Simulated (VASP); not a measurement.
Band structure of AlPt₃ (space group Pm-3m). These are LDA (Ceperley-Alder, Perdew-Zunger) with spin-orbit coupling, VASP's LDA PAW potentials (set 64) (plane waves; VASP) values and carry that method's errors.

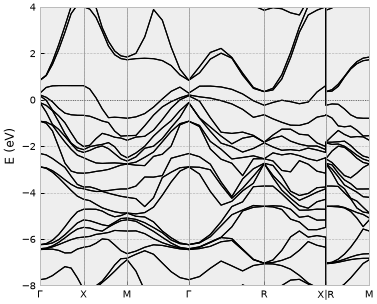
Figure: Bands along high-symmetry lines, zero at the valence-band maximum or, without a gap, the Fermi level

Problem. Read the plot: is there a gap, and where are the band edges?

Solution. It has no gap at this level: it comes out as a metal or semimetal.

The structure comes from a computed database's AlPt3 entry (Pm-3m); how it stands against other phases isn't given here. It was relaxed first.
